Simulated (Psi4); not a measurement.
# N2H3 (hydrazinyl radical): UHF/def2-TZVP

What is the vertical ionisation energy of N2H3 (hydrazinyl radical) at UHF/def2-TZVP? 

The results are computed with Psi4 1.11.

## 1. The molecule

N2H3: 5 atoms, total charge 0, spin state doublet. As SMILES, `[NH]N`. The shape is that of a PBE0-D4/def2-TZVP optimisation. This is one conformer, not always the lowest.

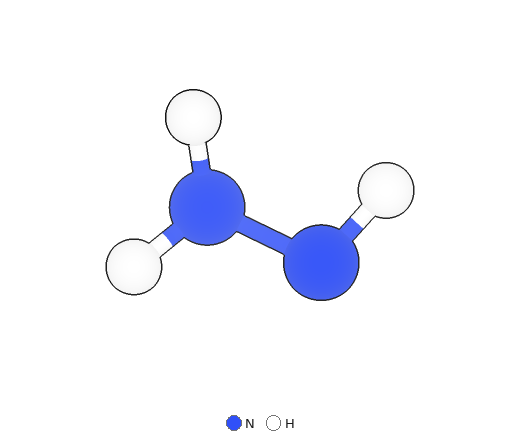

The structure, seen from a chosen angle (nitrogen blue, hydrogen white).

## 2. Energy and gradient at UHF/def2-TZVP

Contents of job.py:

```python
import psi4

psi4.set_memory(2200000000)
psi4.set_num_threads(1)
psi4.core.set_output_file('run.log', False)

molecule = psi4.geometry("""
0 2
N
N 1 1.33797
H 1 1.021299 2 106.08223
H 2 1.007527 1 113.89412 3 -167.93368
H 2 1.0117 4 114.61469 1 -145.08413
symmetry c1
no_reorient
no_com
""")

options = {'basis': 'def2-TZVP', 'reference': 'uhf', 'puream': True, 'e_convergence': 1e-09, 'd_convergence': 1e-08, 'scf_type': 'pk', 'maxiter': 100}
psi4.set_options(options)

e, wfn = psi4.gradient('hf', molecule=molecule, return_wfn=True)
print('gradient / Eh bohr^-1')
print(e.np.round(6))
print(f'energy = {wfn.energy():.10f} Eh')
```

Started as:

```console
python job.py
```

run.log, cut to the lines that bear on the results:

```text
[...]
  Running in c1 symmetry.
[...]
  Nuclear repulsion =   36.727991347160405
[...]
  Multiplicity = 2
[...]
  Nalpha       = 9
  Nbeta        = 8
[...]
    Number of basis functions: 80
[...]
   @UHF iter   1:  -110.54344157655036   -5.95640e-01   4.49820e-03 DIIS/ADIIS
[...]
   @UHF iter  17:  -110.62372763336138   -5.49960e-12   7.13584e-09 DIIS
[...]
   @S^2 Observed:                7.656861243E-01
[...]
    Orbital Energies [Eh]
    ---------------------
    Alpha Occupied:
       1A    -15.595539     2A    -15.587065     3A     -1.311600
       4A     -1.006108     5A     -0.733457     6A     -0.644209
       7A     -0.597803     8A     -0.472898     9A     -0.357364
    Alpha Virtual:
      10A      0.128525    11A      0.164752    12A      0.202674
      13A      0.389420    14A      0.437752    15A      0.469543
      16A      0.520321    17A      0.522291    18A      0.544279
      19A      0.569796    20A      0.602097    21A      0.644317
      22A      0.685806    23A      0.702883    24A      0.775967
      25A      1.061517    26A      1.170771    27A      1.237716
[...]
  @UHF Final Energy:  -110.62372763336138
   => Energetics <=
    Nuclear Repulsion Energy =             36.7279913471604047
    One-Electron Energy =                -222.8236784164841424
    Two-Electron Energy =                  75.4719594359623471
    Total Energy =                       -110.6237276333613835
  UHF NO Occupations:
  HONO-2 :    7  A 1.9973248
  HONO-1 :    8  A 1.9959109
[...]
 Multipole Moments:
 ------------------------------------------------------------------------------------
     Multipole            Electronic (a.u.)      Nuclear  (a.u.)        Total (a.u.)
 ------------------------------------------------------------------------------------
 L = 1.  Multiply by 2.5417464519 to convert [e a0] to [Debye]
 Dipole X            :         -0.0935731            0.4764617            0.3828885
 Dipole Y            :         -0.1902840            0.7329534            0.5426695
 Dipole Z            :         -0.4150678            1.1112479            0.6961801
 Magnitude           :                                                    0.9621645
[...]
  -Total Gradient:
     Atom            X                  Y                   Z
    ------   -----------------  -----------------  -----------------
       1       -0.001899045474    -0.015682071925     0.002707570331
       2       -0.003051206081     0.004244987834    -0.017280427455
       3       -0.000024146015     0.012813628022    -0.001878633891
       4        0.001265762605    -0.012703159336     0.006033141952
       5        0.003708634965     0.011326615405     0.010418349063
[...]
```

Standard output:

```text
gradient / Eh bohr^-1
[[-1.8990e-03 -1.5682e-02  2.7080e-03]
 [-3.0510e-03  4.2450e-03 -1.7280e-02]
 [-2.4000e-05  1.2814e-02 -1.8790e-03]
 [ 1.2660e-03 -1.2703e-02  6.0330e-03]
 [ 3.7090e-03  1.1327e-02  1.0418e-02]]
energy = -110.6237276334 Eh
```

Run time: 11 s. Hardware: 1 thread of Intel Xeon at 2.50GHz (Skylake/Cascade Lake), shared host; peak memory 0.27 GiB.

## 3. The singlet cation: the energy at HF/def2-TZVP

Contents of job.json:

```json
{
 "schema_name": "qcschema_input",
 "schema_version": 1,
 "molecule": {
  "schema_name": "qcschema_molecule",
  "schema_version": 2,
  "symbols": ["N", "N", "H", "H", "H"],
  "geometry": [-0.35451262, -1.54589046, 0.85801125, -0.24313216, 0.44523837, -0.69626959, 1.4358895, -1.79797992, 1.53307811, -1.94821315, 1.11928478, -1.20948141, 1.10994954, 1.77932832, -0.48533836],
  "molecular_charge": 1,
  "molecular_multiplicity": 1,
  "fix_symmetry": "c1"
 },
 "driver": "energy",
 "model": {
  "method": "scf",
  "basis": "def2-TZVP"
 },
 "keywords": {
  "reference": "rhf",
  "puream": true,
  "e_convergence": 1e-09,
  "d_convergence": 1e-08,
  "scf_type": "pk",
  "scf_properties": ["MULLIKEN_CHARGES", "LOWDIN_CHARGES", "QUADRUPOLE"]
 }
}
```

Started as:

```console
psi4 --qcschema job.json -n 1 --memory 2200MB
```

stdout, cut to the lines that bear on the results:

```text
[...]
  Running in c1 symmetry.
[...]
  Nuclear repulsion =   36.727994691660108
[...]
  Multiplicity = 1
[...]
  Nalpha       = 8
  Nbeta        = 8
[...]
    Number of basis functions: 80
[...]
   @RHF iter   1:  -110.27323179786146   -3.25430e-01   3.28334e-03 ADIIS/DIIS
[...]
   @RHF iter  14:  -110.32352107911555   -7.27596e-12   4.29184e-09 DIIS
[...]
    Orbital Energies [Eh]
    ---------------------
    Doubly Occupied:
       1A    -16.006823     2A    -15.986747     3A     -1.654789
       4A     -1.324452     5A     -1.082965     6A     -0.995425
       7A     -0.835236     8A     -0.813733
[...]
  @RHF Final Energy:  -110.32352107911555
   => Energetics <=
    Nuclear Repulsion Energy =             36.7279946916601077
    One-Electron Energy =                -216.7026911457458596
    Two-Electron Energy =                  69.6511753749701938
    Total Energy =                       -110.3235210791155509
[...]
 Multipole Moments:
 ------------------------------------------------------------------------------------
     Multipole            Electronic (a.u.)      Nuclear  (a.u.)        Total (a.u.)
 ------------------------------------------------------------------------------------
 L = 1.  Multiply by 2.5417464519 to convert [e a0] to [Debye]
 Dipole X            :         -0.0886814            0.6691287            0.5804472
 Dipole Y            :         -0.4212743            1.2323074            0.8110331
 Dipole Z            :          0.1789719           -0.1810898           -0.0021178
 Magnitude           :                                                    0.9973456
 L = 2.  Multiply by 1.3450342976 to convert [e a0^2] to [Debye ang]
 Quadrupole XX       :        -13.2366861            7.6527978           -5.5838882
 Quadrupole XY       :          0.0206936           -1.0533329           -1.0326393
[...]
  Mulliken Charges: (a.u.)
   Center  Symbol    Alpha    Beta     Spin     Total
       1     N     3.44717  3.44717  0.00000  0.10565
       2     N     3.57118  3.57118  0.00000 -0.14237
       3     H     0.33729  0.33729  0.00000  0.32541
       4     H     0.32083  0.32083  0.00000  0.35834
       5     H     0.32352  0.32352  0.00000  0.35297
   Total alpha =  8.00000, Total beta =  8.00000, Total charge =  1.00000
  Lowdin Charges: (a.u.)
   Center  Symbol    Alpha    Beta     Spin     Total
       1     N     3.38319  3.38319  0.00000  0.23362
[...]
```

The result, in JSON:

```text
{
 "driver": "energy",
 "model": {
  "method": "scf",
  "basis": "def2-TZVP"
 },
 "success": true,
 "return_result": -110.32352107911555,
 "properties": {
  "calcinfo_nbasis": 80,
  "calcinfo_nmo": 80,
  "calcinfo_nalpha": 8,
  "calcinfo_nbeta": 8,
  "calcinfo_natom": 5,
  "nuclear_repulsion_energy": 36.72799469166011,
  "return_energy": -110.32352107911555,
  "scf_one_electron_energy": -216.70269114574586,
  "scf_two_electron_energy": 69.6511753749702,
  "scf_dipole_moment": [0.5804472111348016, 0.8110331214129636, -0.0021178113935169662],
  "scf_total_energy": -110.32352107911555,
  "scf_iterations": 14
 }
}
```

Wall time 6 s (1 thread of Intel Xeon at 2.50GHz (Skylake/Cascade Lake), shared host); peak memory 0.27 GiB.

## 4. Results

At UHF/def2-TZVP:

| quantity | value |
| --- | --- |
| doublet N2H3: total energy | -110.62373 Eh |
| doublet N2H3: dipole moment | 2.45 D |
| doublet N2H3: HOMO energy (highest over α and β) | -9.72 eV |
| doublet N2H3: LUMO energy (lowest over α and β) | 3.50 eV |
| doublet N2H3: ⟨S²⟩ | 0.766 |
| doublet N2H3: largest force on an atom | 0.928 eV/Å |
| singlet cation: total energy | -110.32352 Eh |
| singlet cation: HOMO energy | -22.14 eV |
| singlet cation: LUMO energy | -6.48 eV |
| singlet cation: HOMO–LUMO gap | 15.66 eV |
| vertical ionisation energy (to the singlet cation) | 8.169 eV |

**Reading.** The vertical ionisation energy comes to 8.17 eV (188 kcal/mol). The largest force (doublet N2H3) is 0.93 eV/Å: the shape isn't a stationary point for this species at this level. Only the singlet of the ionised species was computed; a triplet could lie lower. Mulliken charges (singlet cation) run from -0.14 on N2 to +0.36 on H4.
